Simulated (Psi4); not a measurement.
# BClF2 (chlorodifluoroborane): a first try and a second

Wanted: the energy in a field of BClF2 (chlorodifluoroborane), CC2/cc-pCVDZ (density fitting, dipole perturbation λ (added as +λ·μ, a field of −λ) (0, 0, 0.001) a.u.).

Program for the calculation: Psi4 1.11.

1 further run of the same task is left out (set aside as unsound or not needed).

## (1) The system as given

BClF2 has 4 atoms, charge 0, and is taken as a singlet. As SMILES, `FB(F)Cl`. Geometry: relaxed at PBE0-D4/def2-TZVP.

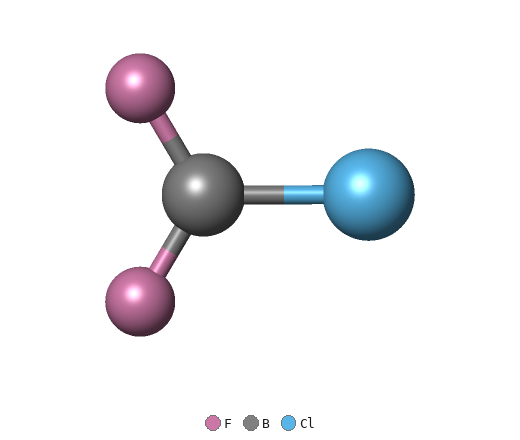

Viewed from a chosen angle; fluorine pink, boron grey, chlorine blue.

## (2) The input as first written

Input file bclf2.in:

```
memory 1.6 GB

molecule mol {
  0 1
  F
  B 1 r2
  F 2 r3 1 a3
  Cl 2 r4 3 a4 1 d4

  r2 = 1.31045
  r3 = 1.310267
  a3 = 119.00197
  r4 = 1.73969
  a4 = 120.50141
  d4 = 179.99239
  symmetry c1
  no_reorient
  no_com
}

set reference rhf
set scf_type df
set freeze_core true
set perturb_h true
set perturb_with dipole
set perturb_dipole [0.0, 0.0, 0.001]
set maxiter 4
set fail_on_maxiter false

energy('cc2/cc-pCVDZ')
print_variables()
```

Run with:

```console
psi4 bclf2.in bclf2.out -n 1
```

bclf2.out:

```text
Psi4 1.11 release

   => Loading Basis Set <=

    Name: CC-PCVDZ
    Role: ORBITAL
    Keyword: BASIS

         ---------------------------------------------------------
                                   SCF
                              RHF Reference
                        1 Threads,   1525 MiB Core
         ---------------------------------------------------------

  ==> Geometry <==

    Molecular point group: c1
    Full point group: C1

    Geometry (in Angstrom), charge = 0, multiplicity = 1:

[... 94 lines left out ...]
   @DF-RHF iter SAD:  -682.54349146283914   -6.82543e+02   0.00000e+00
[... 3 lines left out ...]
   @DF-RHF iter   4:  -683.24259387086295   -3.98455e-04   9.66973e-05 DIIS
[... 1 line left out ...]
PsiException: Could not converge SCF iterations in 4 iterations.
[... 1 line left out ...]
  Energy and/or wave function did not converge, but proceeding anyway.
[... 31 lines left out ...]
  @DF-RHF Final Energy:  -683.24259387086295
[... 6 lines left out ...]
    Total Energy =                       -683.2425938708629474
[... 37 lines left out ...]
 OEINTS: Overlap, kinetic, potential, dipole, and quadrupole integrals
[... 74 lines left out ...]
	One-electron energy          =   -218.72875896430651
[... 22 lines left out ...]
    E_Convergence   =     1.0e-06
[... 28 lines left out ...]
     ** Wave function not converged to 1.0e-07 **

RuntimeError:
Fatal Error: Coupled Cluster wave function not converged.

Printing out the relevant lines from the Psithon --> Python processed input file:
    core.set_global_option("PERTURB_H", "true")
    core.set_global_option("PERTURB_WITH", "dipole")
    core.set_global_option("PERTURB_DIPOLE", [0.0, 0.0, 0.001])
    core.set_global_option("MAXITER", 4)
    core.set_global_option("FAIL_ON_MAXITER", "false")
--> energy('cc2/cc-pCVDZ')
    print_variables()

!----------------------------------------------------------------------------------!
!                                                                                  !
! Fatal Error: Coupled Cluster wave function not converged.                        !
!                                                                                  !
!----------------------------------------------------------------------------------!

    Psi4 run time: 0:00:07.10
```

Run time: 8.1 s. Hardware: 1 thread of Intel Xeon Platinum 8488C (Sapphire Rapids), shared host; peak memory 0.52 GiB.

## (3) Reading the log

The SCF stopped at its cap without converging, and the program went on all the same: the numbers that follow in the log rest on unconverged orbitals.

The telling line is `Fatal Error: Coupled Cluster wave function not converged.`. The cause is that the iteration cap is too low for convergence. The sound input differs in these keys, not all of which need be the cause: iteration cap at its default in place of 4; fail on maxiter at its default in place of no.

## (4) The mended input

Input file input.inp:

```
memory 1.6 GB

molecule {
  0 1
  F
  B 1 r2
  F 2 r3 1 a3
  Cl 2 r4 3 a4 1 d4

  r2 = 1.31045
  r3 = 1.310267
  a3 = 119.00197
  r4 = 1.73969
  a4 = 120.50141
  d4 = 179.99239
  symmetry c1
  no_reorient
  no_com
}

set reference rhf
set scf_type df
set freeze_core true
set perturb_h true
set perturb_with dipole
set perturb_dipole [0.0, 0.0, 0.001]

e_tot, wfn = energy('cc2/cc-pCVDZ', return_wfn=True)
print_variables()
```

Run with:

```console
psi4 input.inp input.out -n 1
```

input.out:

```text
[...]
  Running in c1 symmetry.
[...]
  Nuclear repulsion =  142.136932857252475
[...]
  Multiplicity = 1
[...]
  Nalpha       = 20
  Nbeta        = 20
[...]
    Number of basis functions: 81
[...]
   @DF-RHF iter   1:  -683.18370194339968   -6.40210e-01   5.07869e-03 ADIIS/DIIS
[...]
   @DF-RHF iter  12:  -683.24265896302279   -4.54747e-13   2.03284e-09 DIIS
[...]
    Orbital Energies [Eh]
    ---------------------
    Doubly Occupied:
       1A   -104.860141     2A    -26.344813     3A    -26.342816
       4A    -10.587504     5A     -8.054630     6A     -8.052341
       7A     -8.052069     8A     -7.797892     9A     -1.678188
      10A     -1.646556    11A     -1.143937    12A     -0.844888
      13A     -0.792693    14A     -0.752024    15A     -0.741427
      16A     -0.681979    17A     -0.675335    18A     -0.592226
      19A     -0.504069    20A     -0.494356
[...]
  @DF-RHF Final Energy:  -683.24265896302279
   => Energetics <=
    Nuclear Repulsion Energy =            142.1369328572524751
    One-Electron Energy =               -1229.4794152922465855
    Two-Electron Energy =                 404.0998234719712059
    Total Energy =                       -683.2426589630229046
[...]
 Multipole Moments:
 ------------------------------------------------------------------------------------
     Multipole            Electronic (a.u.)      Nuclear  (a.u.)        Total (a.u.)
 ------------------------------------------------------------------------------------
 L = 1.  Multiply by 2.5417464519 to convert [e a0] to [Debye]
 Dipole X            :          0.0002173           -0.0001291            0.0000882
 Dipole Y            :         -1.0053745            1.0795138            0.0741393
 Dipole Z            :         -0.6082436            0.6358196            0.0275761
 Magnitude           :                                                    0.0791017
[...]
      * MP2 total energy                      = -683.839926702798039
[...]
```

Wall time 12 s (1 thread of Intel Xeon Platinum 8488C (Sapphire Rapids), shared host); peak memory 0.52 GiB.

## (5) Results

Level: CC2/cc-pCVDZ (density fitting, dipole perturbation λ (added as +λ·μ, a field of −λ) (0, 0, 0.001) a.u.).

| quantity | value |
| --- | --- |
| ground-state or mean-field energy | -683.84721 Eh |
| HOMO–LUMO gap (Hartree–Fock orbitals) | 17.43 eV |
| correlation energy (8 core orbitals frozen) | -604.5 mEh |
| T1 diagnostic | 0.015 |
